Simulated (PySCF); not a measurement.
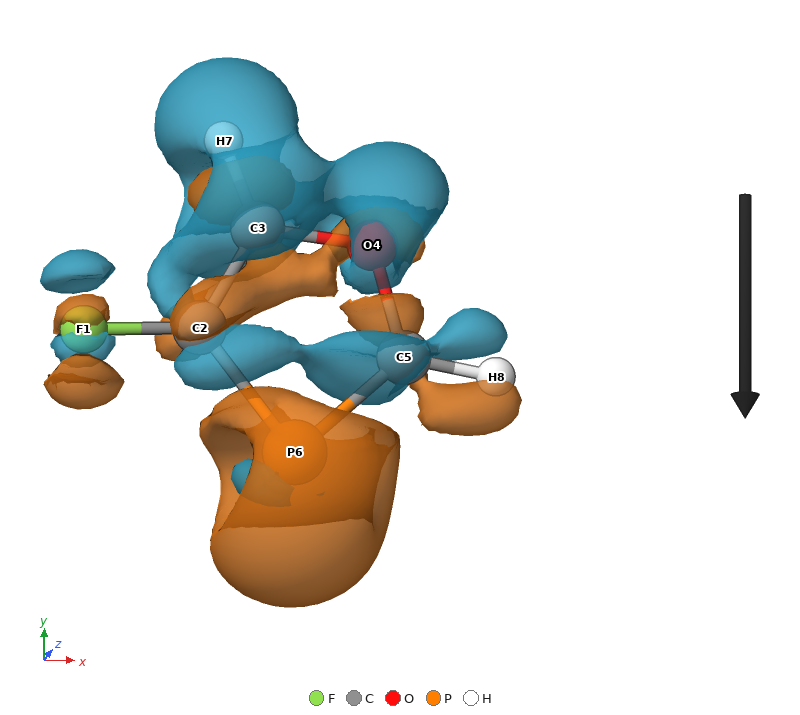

Figure 1: C3H2FOP, SMILES `Fc1cocp1`. Change of the electron density in a uniform field of 0.51 V/Å along −y (arrow), surfaces at ±0.004 e/Å³ (light blue: gain, orange: loss).

PySCF calculation, B3LYP/aug-cc-pVDZ, gas phase; geometry: GFN2-xTB. No frequency check shows the geometry to be a minimum. GFN2-xTB bond lengths at metals and heavier atoms can be off by up to 0.1 Å and shapes distorted, which carries into these values.

The field was applied in both directions; the picture shows the one opposite to the script's first.

Question: What dipole is induced, and what polarisability does it imply?

Answer: The induced dipole is 1.83 D (along the field); α along this axis, from the fields in both directions, is 73 bohr³ (10.8 Å³).

Run time: 51 s on 1 thread of Arm Neoverse V1, with other jobs on the host, peak memory 0.72 GiB.
